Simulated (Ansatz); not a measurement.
Molecule (SMILES): ClBr (Cl-Br).
Geometry (B3LYP-D3(BJ)/def2-TZVP, fixed):
```xyz
2

Cl     0.0000     0.0000    -1.4574
Br     0.0000     0.0000     0.7079
```
Charge 0, spin multiplicity 1.

Basis-set convergence of the dipole moment at HF with Ansatz (a quantum-chemistry and plane-wave program). Dipoles come from the density behind the forces; the sign is taken along the dipole that this method gives in the largest set. Cartesian d functions, on some or all atoms, in 6-31G, 6-31G**; all else is spherical. The program fits the integrals of some runs and decomposes those of others, by size. No added dispersion term, no relativity. Reference: the value in aug-pcseg-3, 0.534 D, itself unsure by roughly 0.004 D (its mean distance from aug-cc-pV(Q+d)Z, def2-QZVPPD). Deviations are taken from unrounded values.

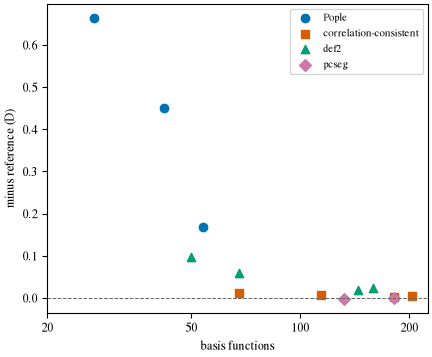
Deviation from the reference against the number of basis functions, by family of sets.

```csv
basis,functions,dipole moment (D),minus reference (D)
STO-3G,27,1.199,0.665
6-31G,42,0.983,0.449
def2-SVP,50,0.630,0.096
6-31G**,54,0.701,0.167
aug-cc-pV(D+d)Z,68,0.545,0.011
def2-SVPD,68,0.594,0.060
aug-cc-pV(T+d)Z,114,0.539,0.006
pcseg-3,132,0.532,-0.002
def2-QZVP,145,0.553,0.019
def2-QZVPP,159,0.556,0.022
aug-cc-pV(Q+d)Z,182,0.536,0.002
aug-pcseg-3,182,0.534,0.000
cc-pV(5+d)Z,204,0.539,0.005
```
